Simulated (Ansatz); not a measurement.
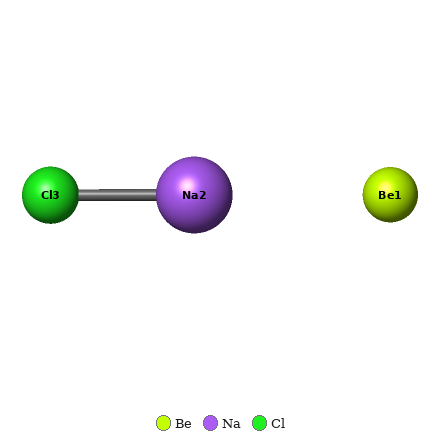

The system is Be + NaCl; the picture shows the reference structure. The first coordinate is: distance Be1–Na2; the second: distance Na2–Cl3. Nothing is relaxed (the angle Be1–Na2–Cl3 is fixed at 180 degrees). The grid has 16 × 16 points. Points are written as (first, second). Energies: eV, counted from the lowest grid point. The reference is spin-restricted, so regions where a bond is pulled apart into radicals lie too high. Level of theory: Ansatz, RKS B3LYP-D4/def2-TZVPD.

Its coordinates:

```xyz
3

Be   -3.3310    0.0000    0.0000
Na    0.0000    0.0000    0.0000
Cl    2.4400    0.0000    0.0000
```

Range: distance Be1–Na2 from 2.096 to 4.496 Å; distance Na2–Cl3 from 2.144 to 4.544 Å.

Predict the map.

Answer. The lowest grid point is at (3.331 Å, 2.440 Å). It is the only kind of minimum in the scanned range. The highest grid point, (2.096 Å, 4.544 Å), lies 3.07 eV above the lowest.

```tsv
distance Na2–Cl3 ↓, distance Be1–Na2 →	2.167	2.392	2.671	2.987	3.331	3.700	4.089	4.496
4.544	2.86	2.43	2.21	2.13	2.05	2.12	2.21	2.29
4.137	2.57	2.14	1.91	1.83	1.73	1.79	1.88	1.95
3.748	2.22	1.79	1.56	1.47	1.35	1.40	1.48	1.55
3.379	1.82	1.39	1.15	1.07	0.97	0.97	1.04	1.11
3.035	1.39	0.96	0.72	0.63	0.62	0.62	0.66	0.71
2.719	1.00	0.57	0.33	0.24	0.23	0.25	0.29	0.33
2.440	0.78	0.36	0.11	0.02	0.00	0.02	0.06	0.09
2.215	0.88	0.46	0.22	0.12	0.10	0.11	0.15	0.18
```

The table holds every second grid line.

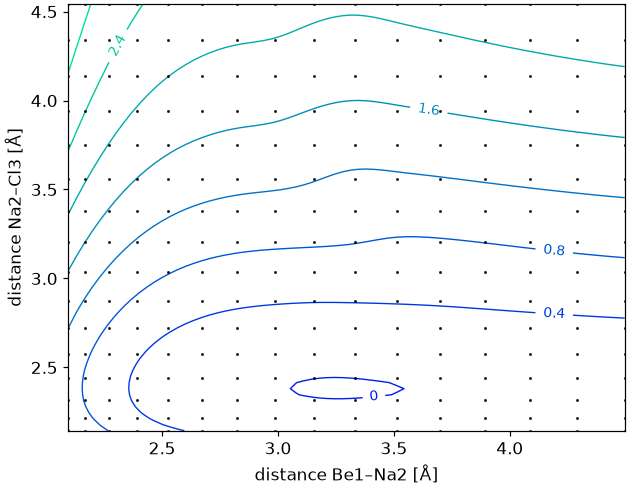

The picture shows contour lines labelled in eV, dots at the grid points. Between grid points the surface is interpolated.

Each point was launched as `ansatz run input.yaml --threads 1 --pin off --max-ram 2560MiB --backend cpu --events-out ev --progress --plain --runs-dir out`. The whole map (256 points run) took 18 min on 1 thread of Arm Neoverse V1, on a shared host.
